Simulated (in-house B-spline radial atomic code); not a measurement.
# Lu⁺: excited configurations

Aim: the energies of several excited configurations of Lu⁺ above a reference configuration, each from its own self-consistent run.

Method: scalar-relativistic (spin-free one-electron X2C) LDA (Slater, VWN5), spin-polarised, spherical fractional occupations, Fermi nucleus, basis-set limit. Code: in-house B-spline radial atomic code version 1.

## (1) The system

* element: lutetium (Z = 71)
* charge: +1
* electrons: 70
* configuration: [Xe] 4f14 6s2
* Hamiltonian: scalar-relativistic (X2C)
* nucleus: Fermi, rms radius 5.370 fm

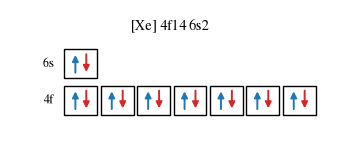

Occupation of the outer shells (arrows by Hund's rule).

Where spins are not typed, each open shell is filled with up spins first.

## (2) Reference run

Settings, as recorded:

```ini
Z = 71
electrons = 70.0
configuration = [Xe] 4f14 6s2
hamiltonian = x2c
method = lda,vwn
spin_polarised = True
nucleus = fermi
rms_radius = 5.37
mass_number = 175
atomic_mass = 174.940777211
speed_of_light = 137.035999084
```

## (3) [Kr] 4d9 4f14 5s2 5p6 6s2 7d1

Changes to the settings of step 2:

```diff
@@ -2,3 +2,3 @@
 electrons = 70.0
-configuration = [Xe] 4f14 6s2
+configuration = [Kr] 4d9 4f14 5s2 5p6 6s2 7d1
 hamiltonian = x2c
```

## (4) [Xe] 4f13 6s2 7f1

Changes to the settings of step 3:

```diff
@@ -2,3 +2,3 @@
 electrons = 70.0
-configuration = [Kr] 4d9 4f14 5s2 5p6 6s2 7d1
+configuration = [Xe] 4f13 6s2 7f1
 hamiltonian = x2c
```

## (5) Run with [Xe] 4f13 6s2 7s1

Changes to the settings of step 4:

```diff
@@ -2,3 +2,3 @@
 electrons = 70.0
-configuration = [Xe] 4f13 6s2 7f1
+configuration = [Xe] 4f13 6s2 7s1
 hamiltonian = x2c
```

## (6) Configuration [Kr] 4d9 4f14 5s2 5p6 6s2 6f1

Changes to the settings of step 5:

```diff
@@ -2,3 +2,3 @@
 electrons = 70.0
-configuration = [Xe] 4f13 6s2 7s1
+configuration = [Kr] 4d9 4f14 5s2 5p6 6s2 6f1
 hamiltonian = x2c
```

## (7) Configuration [Kr] 4d10 4f14 5s2 5p5 6s2 7s1

Changes to the settings of step 6:

```diff
@@ -2,3 +2,3 @@
 electrons = 70.0
-configuration = [Kr] 4d9 4f14 5s2 5p6 6s2 6f1
+configuration = [Kr] 4d10 4f14 5s2 5p5 6s2 7s1
 hamiltonian = x2c
```

Before running: How far above the reference does each configuration lie (order and size, in eV)?

As calculated:

| net move | configuration | 2|M_S|+1 | energy above the reference (eV) | largest <r> (bohr) |
| --- | --- | --- | --- | --- |
| 4f → 7s | [Xe] 4f13 6s2 7s1 | 3 | 21.281 | 6.54 |
| 4f → 7f | [Xe] 4f13 6s2 7f1 | 3 | 26.035 | 20.4 |
| 5p → 7s | [Kr] 4d10 4f14 5s2 5p5 6s2 7s1 | 3 | 40.590 | 6.56 |
| 4d → 7d | [Kr] 4d9 4f14 5s2 5p6 6s2 7d1 | 3 | 207.08 | 11.5 |
| 4d → 6f | [Kr] 4d9 4f14 5s2 5p6 6s2 6f1 | 3 | 207.77 | 13.1 |

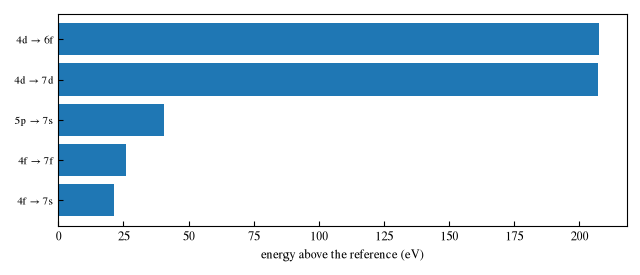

The configurations in order of energy, labelled by the net move of electrons.

What this shows: The lowest of them is 4f → 7s at 21.281 eV and the highest 4d → 6f at 207.77 eV. 5 of them lie more than 60 % above minus the reference's highest level (11.268 eV), in the range where a state can decay by emitting an electron. The reference has 2|M_S|+1 = 1; 5 of the configurations differ from it in spin. These are spherical averages at the typed spins, not spectroscopic levels.
